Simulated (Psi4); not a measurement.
**One shape, several levels: doublet SiHSBr−**

We compute a comparison of 5 runs (UHF/3-21G, U-wB97X-V/def2-SVPD, UDSD-PBEP86/def2-SVPD, UHSE06/def2-SVPD, UTPSSh/def2-SVPD) of doublet SiHSBr−. 

The results are computed with Psi4 1.11.

1 further run of the same task is left out (set aside as unsound or not needed).

## 1. The structure to begin with

The species is SiHSBr− (4 atoms), meant as a doublet with charge -1. SMILES of the parent species: `S[Si]Br`. The shape is that of a PBE0-D4/def2-TZVP optimisation. That shape belongs to the parent species and isn't relaxed for this state.

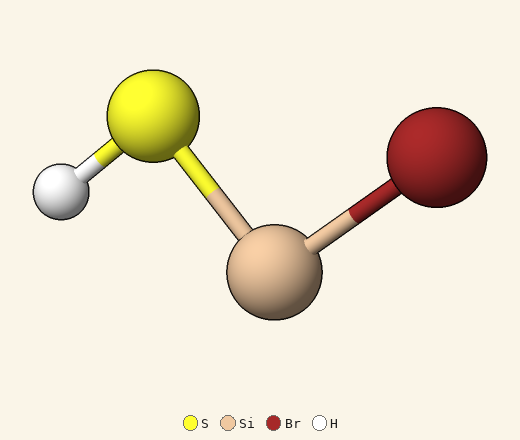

Viewed from a chosen angle; sulfur yellow, silicon light orange, bromine red, hydrogen white.

## 2. Energy and forces at UHF/3-21G (run 1)

Input file brhssi.py:

```python
import psi4

psi4.set_memory('1600 MB')
psi4.set_num_threads(1)
psi4.set_output_file('brhssi.out', False)

molecule = psi4.geometry("""
-1 2
S     -0.100100     0.958900    -0.584700
Si    -0.298800    -0.908900     0.423800
Br     1.856500    -1.105400     1.067300
H     -1.402100     0.995100    -0.926700
symmetry c1
""")

psi4.set_options({
    'reference': 'uhf',
    'puream': True,
    'e_convergence': 1e-09,
    'd_convergence': 1e-08,
    'scf_type': 'pk',
    'maxiter': 200,
})

energy_value, wavefunction = psi4.gradient("scf/3-21G", return_wfn=True)
psi4.oeprop(wavefunction, "LOWDIN_CHARGES", "WIBERG_LOWDIN_INDICES", "MAYER_INDICES", title="SCF")
print('gradient / Eh bohr^-1')
print(energy_value.np.round(6))
print(f'energy = {wavefunction.energy():.10f} Eh')
for k, v in sorted(psi4.core.scalar_variables().items()):
    print(f'{k:45s} {v:18.10f}')
```

Run with:

```
$ python brhssi.py
```

brhssi.out:

```text
[...]
  Running in c1 symmetry.
[...]
  Nuclear repulsion =  273.940462620798257
[...]
  Multiplicity = 2
[...]
  Nalpha       = 34
  Nbeta        = 33
[...]
    Number of basis functions: 50
[...]
   @UHF iter   1: -3243.53748419648946   -1.76724e+00   8.37704e-03 DIIS/ADIIS
[...]
   @UHF iter  14: -3243.64151252202191   -3.18323e-12   5.77184e-09 DIIS
[...]
   @S^2 Observed:                7.595927608E-01
[...]
    Orbital Energies [Eh]
    ---------------------
    Alpha Occupied:
       1A   -486.556190     2A    -91.112871     3A    -68.099186
       4A    -64.565490     5A    -57.753129     6A    -57.752441
       7A    -57.752141     8A     -9.562519     9A     -8.716455
      10A     -7.142092    11A     -7.135925    12A     -7.135438
      13A     -6.391198    14A     -6.389194    15A     -6.387696
      16A     -5.911639    17A     -4.009102    18A     -4.002946
      19A     -4.000137    20A     -2.869976    21A     -2.867472
      22A     -2.867463    23A     -2.860888    24A     -2.860883
      25A     -0.827512    26A     -0.788857    27A     -0.457566
      28A     -0.348339    29A     -0.267589    30A     -0.264349
      31A     -0.225541    32A     -0.215917    33A     -0.143203
      34A     -0.050162
[...]
  @UHF Final Energy: -3243.64151252202191
   => Energetics <=
    Nuclear Repulsion Energy =            273.9404626207982574
    One-Electron Energy =               -5078.8251133131052484
    Two-Electron Energy =                1561.2431381702856470
    Total Energy =                      -3243.6415125220219124
  UHF NO Occupations:
  HONO-2 :   32  A 1.9997075
  HONO-1 :   33  A 1.9957744
[...]
 Multipole Moments:
 ------------------------------------------------------------------------------------
     Multipole            Electronic (a.u.)      Nuclear  (a.u.)        Total (a.u.)
 ------------------------------------------------------------------------------------
 L = 1.  Multiply by 2.5417464519 to convert [e a0] to [Debye]
 Dipole X            :         10.5166046           -9.8637007            0.6529038
 Dipole Y            :         -6.1908830            5.9439806           -0.2469024
 Dipole Z            :          6.1023473           -5.8013129            0.3010344
 Magnitude           :                                                    0.7601749
[...]
  -Total Gradient:
     Atom            X                  Y                   Z
    ------   -----------------  -----------------  -----------------
       1       -0.004771380654    -0.063591548031     0.034827893558
       2        0.064630741333     0.062699495991    -0.019540860372
       3       -0.063473352462     0.007383971279    -0.019855258616
       4        0.003613991721    -0.006491919191     0.004568225402
[...]
```

On the terminal:

```text
gradient / Eh bohr^-1
[[-0.004771 -0.063592  0.034828]
 [ 0.064631  0.062699 -0.019541]
 [-0.063473  0.007384 -0.019855]
 [ 0.003614 -0.006492  0.004568]]
energy = -3243.6415125220 Eh
CURRENT ENERGY                                  -3243.6415125220
CURRENT REFERENCE ENERGY                        -3243.6415125220
DD SOLVATION ENERGY                                 0.0000000000
HF KINETIC ENERGY                                3251.9586174591
HF POTENTIAL ENERGY                             -6495.6001299811
HF TOTAL ENERGY                                 -3243.6415125220
HF VIRIAL RATIO                                     1.9974424321
NUCLEAR REPULSION ENERGY                          273.9404626208
ONE-ELECTRON ENERGY                             -5078.8251133131
PCM POLARIZATION ENERGY                             0.0000000000
PE ENERGY                                           0.0000000000
SCF ITERATION ENERGY                            -3243.6415125220
SCF ITERATIONS                                     14.0000000000
SCF TOTAL ENERGY                                -3243.6415125220
TWO-ELECTRON ENERGY                              1561.2431381703
```

Run time: 2.4 s. Hardware: 1 thread of AMD EPYC 9R45 (Zen 5), shared host; peak memory 0.2 GiB.

## 3. The energy at U-wB97X-V/def2-SVPD (run 2)

Input file input.json:

```json
{
  "schema_name": "qcschema_input",
  "schema_version": 1,
  "molecule": {
    "schema_name": "qcschema_molecule",
    "schema_version": 2,
    "symbols": ["S", "Si", "Br", "H"],
    "geometry": [-0.18916159, 1.81205838, -1.10492287, -0.56465017, -1.71757207, 0.80086593, 3.50827655, -2.08890326, 2.01690469, -2.649585, 1.88046647, -1.7512092],
    "molecular_charge": -1,
    "molecular_multiplicity": 2,
    "fix_symmetry": "c1"
  },
  "driver": "energy",
  "model": {
    "method": "wb97x-v",
    "basis": "def2-SVPD"
  },
  "keywords": {
    "reference": "uks",
    "puream": true,
    "e_convergence": 1e-09,
    "d_convergence": 1e-08,
    "scf_type": "pk",
    "dft_radial_points": 99,
    "dft_spherical_points": 590,
    "maxiter": 200
  }
}
```

Run with:

```
$ psi4 --qcschema input.json -n 1 --memory 1600MB
```

stdout:

```text
[...]
  Running in c1 symmetry.
[...]
  Nuclear repulsion =  273.940462640565215
[...]
  Multiplicity = 2
[...]
  Nalpha       = 34
  Nbeta        = 33
[...]
    Number of basis functions: 100
[...]
   @UKS iter   1: -3261.32471040114979   -1.52128e+00   1.32901e-02 ADIIS/DIIS
[...]
   @UKS iter  14: -3261.65303262276939   -2.13731e-11   9.27795e-09 DIIS
[...]
   @S^2 Observed:                7.575469182E-01
[...]
    Orbital Energies [Eh]
    ---------------------
    Alpha Occupied:
       1A   -482.396848     2A    -88.669071     3A    -65.938865
       4A    -62.304656     5A    -56.125737     6A    -56.124302
       7A    -56.124194     8A     -8.601288     9A     -7.866691
      10A     -6.430663    11A     -6.424695    12A     -6.424521
      13A     -5.828327    14A     -5.823480    15A     -5.820418
      16A     -5.198176    17A     -3.553135    18A     -3.550999
      19A     -3.549626    20A     -2.553299    21A     -2.551549
      22A     -2.551441    23A     -2.546732    24A     -2.546730
      25A     -0.722353    26A     -0.681856    27A     -0.412673
      28A     -0.331284    29A     -0.267052    30A     -0.247729
      31A     -0.225139    32A     -0.203904    33A     -0.143343
      34A     -0.038257
[...]
  @UKS Final Energy: -3261.65303262276939
   => Energetics <=
    Nuclear Repulsion Energy =            273.9404626405652152
    One-Electron Energy =               -5093.0721217760674335
    Two-Electron Energy =                1664.0344606448761624
    DFT Exchange-Correlation Energy =    -106.8315003506702254
    Empirical Dispersion Energy =           0.0000000000000000
    VV10 Nonlocal Energy =                  0.2756662185268329
    Total Energy =                      -3261.6530326227693877
[...]
 Multipole Moments:
 ------------------------------------------------------------------------------------
     Multipole            Electronic (a.u.)      Nuclear  (a.u.)        Total (a.u.)
 ------------------------------------------------------------------------------------
 L = 1.  Multiply by 2.5417464519 to convert [e a0] to [Debye]
 Dipole X            :         10.7984158           -9.8637007            0.9347150
 Dipole Y            :         -5.8995077            5.9439806            0.0444729
 Dipole Z            :          6.0069585           -5.8013129            0.2056456
 Magnitude           :                                                    0.9581024
[...]
```

The result, in JSON:

```text
{
 "driver": "energy",
 "model": {
  "method": "wb97x-v",
  "basis": "def2-SVPD"
 },
 "success": true,
 "return_result": -3261.6530326227694,
 "properties": {
  "calcinfo_nbasis": 100,
  "calcinfo_nmo": 100,
  "calcinfo_nalpha": 34,
  "calcinfo_nbeta": 33,
  "calcinfo_natom": 4,
  "nuclear_repulsion_energy": 273.9404626405652,
  "return_energy": -3261.6530326227694,
  "scf_one_electron_energy": -5093.072121776067,
  "scf_two_electron_energy": 1664.0344606448762,
  "scf_vv10_energy": 0.27566621852683293,
  "scf_xc_energy": -106.83150035067023,
  "scf_dipole_moment": [0.9347150324494873, 0.04447287720238435, 0.20564561625142286],
  "scf_total_energy": -3261.6530326227694,
  "scf_iterations": 14
 }
}
```

Run time: 43 s. Hardware: 1 thread of AMD EPYC 9R45 (Zen 5), shared host; peak memory 0.77 GiB.

Runs 3 to 4 aren't shown in full; the table further down has their settings and results.

## 4. Energy and gradient at UTPSSh/def2-SVPD (run 5)

Input file job.json:

```json
{
  "schema_name": "qcschema_input",
  "schema_version": 1,
  "molecule": {
    "schema_name": "qcschema_molecule",
    "schema_version": 2,
    "symbols": ["S", "Si", "Br", "H"],
    "geometry": [-0.18916159, 1.81205838, -1.10492287, -0.56465017, -1.71757207, 0.80086593, 3.50827655, -2.08890326, 2.01690469, -2.649585, 1.88046647, -1.7512092],
    "molecular_charge": -1,
    "molecular_multiplicity": 2,
    "fix_symmetry": "c1"
  },
  "driver": "gradient",
  "model": {
    "method": "tpssh",
    "basis": "def2-SVPD"
  },
  "keywords": {
    "reference": "uks",
    "puream": true,
    "e_convergence": 1e-09,
    "d_convergence": 1e-08,
    "scf_type": "pk",
    "dft_radial_points": 99,
    "dft_spherical_points": 590,
    "maxiter": 200
  }
}
```

Run with:

```
$ psi4 --qcschema job.json -n 1 --memory 1600MB
```

stdout:

```text
[...]
  Running in c1 symmetry.
[...]
  Nuclear repulsion =  273.940462640565215
[...]
  Multiplicity = 2
[...]
  Nalpha       = 34
  Nbeta        = 33
[...]
    Number of basis functions: 100
[...]
   @UKS iter   1: -3261.51723034173210   -1.19598e+00   1.45970e-02 ADIIS/DIIS
[...]
   @UKS iter  14: -3261.95231459927936   -3.00133e-11   7.50634e-09 DIIS
[...]
   @S^2 Observed:                7.594176747E-01
[...]
    Orbital Energies [Eh]
    ---------------------
    Alpha Occupied:
       1A   -482.306700     2A    -88.527279     3A    -65.788874
       4A    -62.054251     5A    -55.855654     6A    -55.854113
       7A    -55.854043     8A     -8.426507     9A     -7.692141
      10A     -6.247404    11A     -6.241266    12A     -6.241168
      13A     -5.648723    14A     -5.643864    15A     -5.640743
      16A     -5.027320    17A     -3.380118    18A     -3.378195
      19A     -3.376883    20A     -2.371596    21A     -2.369830
      22A     -2.369765    23A     -2.364959    24A     -2.364957
      25A     -0.572107    26A     -0.534185    27A     -0.283346
      28A     -0.213198    29A     -0.157261    30A     -0.131347
      31A     -0.115771    32A     -0.091987    33A     -0.046333
      34A      0.050549
[...]
  @UKS Final Energy: -3261.95231459927936
   => Energetics <=
    Nuclear Repulsion Energy =            273.9404626405652152
    One-Electron Energy =               -5092.8550724840051771
    Two-Electron Energy =                1681.8658274309093485
    DFT Exchange-Correlation Energy =    -124.9035321867480661
    Empirical Dispersion Energy =           0.0000000000000000
    VV10 Nonlocal Energy =                  0.0000000000000000
    Total Energy =                      -3261.9523145992793616
[...]
 Multipole Moments:
 ------------------------------------------------------------------------------------
     Multipole            Electronic (a.u.)      Nuclear  (a.u.)        Total (a.u.)
 ------------------------------------------------------------------------------------
 L = 1.  Multiply by 2.5417464519 to convert [e a0] to [Debye]
 Dipole X            :         10.8031803           -9.8637007            0.9394796
 Dipole Y            :         -5.9353091            5.9439806            0.0086715
 Dipole Z            :          6.0284060           -5.8013129            0.2270931
 Magnitude           :                                                    0.9665756
[...]
  -Total Gradient:
     Atom            X                  Y                   Z
    ------   -----------------  -----------------  -----------------
       1       -0.008763494111    -0.036659639877     0.018593017396
       2        0.038225336228     0.035822021548    -0.010843259691
       3       -0.033055802144     0.001603458688    -0.009070843541
       4        0.003611077264    -0.000757879002     0.001320805959
[...]
```

The result, in JSON:

```text
{
 "driver": "gradient",
 "model": {
  "method": "tpssh",
  "basis": "def2-SVPD"
 },
 "success": true,
 "return_result": [-0.008763494110513831, -0.03665963987709135, 0.01859301739615847, 0.03822533622844139, 0.035822021547635904, -0.010843259691394085, -0.03305580214414078, 0.0016034586884265747, -0.00907084354095674, 0.003611077264393747, -0.0007578790020939807, 0.001320805958784324],
 "properties": {
  "calcinfo_nbasis": 100,
  "calcinfo_nmo": 100,
  "calcinfo_nalpha": 34,
  "calcinfo_nbeta": 33,
  "calcinfo_natom": 4,
  "nuclear_repulsion_energy": 273.9404626405652,
  "return_energy": -3261.9523145992794,
  "return_gradient": [-0.008763494110513831, -0.03665963987709135, 0.01859301739615847, 0.03822533622844139, 0.035822021547635904, -0.010843259691394085, -0.03305580214414078, 0.0016034586884265747, -0.00907084354095674, 0.003611077264393747, -0.0007578790020939807, 0.001320805958784324],
  "scf_one_electron_energy": -5092.855072484005,
  "scf_two_electron_energy": 1681.8658274309093,
  "scf_xc_energy": -124.90353218674807,
  "scf_dipole_moment": [0.9394795666536595, 0.008671493749444537, 0.2270931398609246],
  "scf_total_energy": -3261.9523145992794,
  "scf_total_gradient": [-0.008763494110513831, -0.03665963987709135, 0.01859301739615847, 0.03822533622844139, 0.035822021547635904, -0.010843259691394085, -0.03305580214414078, 0.0016034586884265747, -0.00907084354095674, 0.003611077264393747, -0.0007578790020939807, 0.001320805958784324],
  "scf_iterations": 14
 }
}
```

It took 44 s on 1 thread of AMD EPYC 9R45 (Zen 5), shared host; peak memory 0.73 GiB.

## 5. Overview of the runs

| run | level | task | properties | energy (Eh) | HOMO energy (eV) | LUMO energy (eV) | ⟨S²⟩ | wall time |
| --- | --- | --- | --- | --- | --- | --- | --- | --- |
| 1 | UHF/3-21G | gradient | (lowdin, wiberg, mayer) | -3243.641513 | -1.36 | 7.43 | 0.760 | 2.4 s |
| 2 | U-wB97X-V/def2-SVPD | energy | – | -3261.653033 | -1.04 | 5.29 | 0.758 | 43 s |
| 3 | UDSD-PBEP86/def2-SVPD (density fitting for correlation) | energy | – | -3260.522022 | -0.57 | 4.93 | 0.771 | 17 s |
| 4 | UHSE06/def2-SVPD | gradient | – | -3261.459934 | 1.32 | 3.49 | 0.759 | 40 s |
| 5 | UTPSSh/def2-SVPD | gradient | – | -3261.952315 | 1.38 | 3.45 | 0.759 | 44 s |

## 6. What came out

| quantity | value |
| --- | --- |
| run 5: total energy | -3261.95231 Eh |
| run 5: HOMO energy (highest over α and β) | 1.38 eV |
| run 5: LUMO energy (lowest over α and β) | 3.45 eV |
| run 5: ⟨S²⟩ | 0.759 |
| run 5: largest force on an atom | 2.751 eV/Å |

In words: Totals of different functionals can't be ranked against each other. In runs 4, 5 the HOMO lies above zero, so the outermost electron may be held by the basis alone. All runs together took 2.5 min, the longest 44 s.
